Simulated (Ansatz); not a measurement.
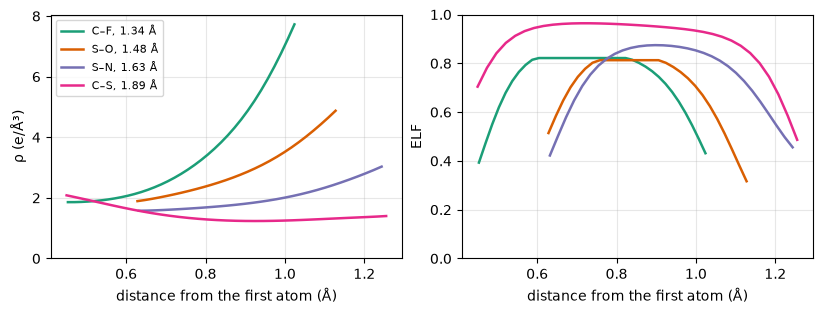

Figure 1: C2F6NO4S2 (bistriflimide) (charge −1). Electron density and electron localisation function along straight lines between neighbouring atoms. The curves leave out the atomic cores.

Geometry: PBE-D4/def2-SVP; not at a stationary point (largest force 1.5 eV/Å).

The calculation used RKS PBE0-D4/def2-SVP (Ansatz).

The calculation's input:

```
crystal:
  periodic: [false, false, false]
  atoms:
    - {symbol: O, position_ang: [1.947625, 1.760110, 0.769866]}
    - {symbol: S, position_ang: [1.186133, 0.501652, 0.616593]}
    - {symbol: O, position_ang: [0.694550, -0.207031, 1.820911]}
    - {symbol: N, position_ang: [0.135355, 0.694758, -0.616044]}
    - {symbol: S, position_ang: [-1.148080, -0.294379, -0.802277]}
    - {symbol: O, position_ang: [-1.056330, -1.643938, -0.198346]}
    - {symbol: O, position_ang: [-1.640777, -0.147289, -2.189129]}
    - {symbol: C, position_ang: [-2.473913, 0.583512, 0.227851]}
    - {symbol: F, position_ang: [-2.081623, 0.755326, 1.500786]}
    - {symbol: F, position_ang: [-3.607064, -0.153975, 0.230903]}
    - {symbol: F, position_ang: [-2.767485, 1.792393, -0.290728]}
    - {symbol: C, position_ang: [2.455270, -0.688390, -0.133211]}
    - {symbol: F, position_ang: [3.381698, -1.007998, 0.798365]}
    - {symbol: F, position_ang: [1.880695, -1.824543, -0.560476]}
    - {symbol: F, position_ang: [3.093946, -0.120209, -1.175047]}
basis:
  gaussian: {orbitals: def2-SVP, initial_orbitals: start.molden}
total_charge: -1
hamiltonian: {xc: pbe0, dispersion: d4}
scf: {omitted_lower_state_checks: [starts]}
output: {forces: true, orbitals: {seedname: orbitals}}
```

Launched as:

```sh
ansatz run in.yaml --threads 4 --pin off --events-out ev --progress --plain --max-ram 6963MiB
```

> Compare the contacts.

C–F (1.34 Å): ρ at the midpoint is about 2.4 e/Å³; the ELF peaks at about 0.80 between the atoms; a shared but strongly polarised pair.
S–O (1.48 Å): ρ is about 2.2 e/Å³ halfway; the ELF peaks at about 0.80 between the atoms (a short, strongly polar bond).
S–N (1.63 Å): the density is about 1.7 e/Å³ at the midpoint; the ELF peaks at about 0.85 between the atoms (localised, covalent bonding).
C–S (1.89 Å): ρ at the midpoint is about 1.2 e/Å³; the ELF peaks at about 0.95 between the atoms, as expected for a shared electron pair.
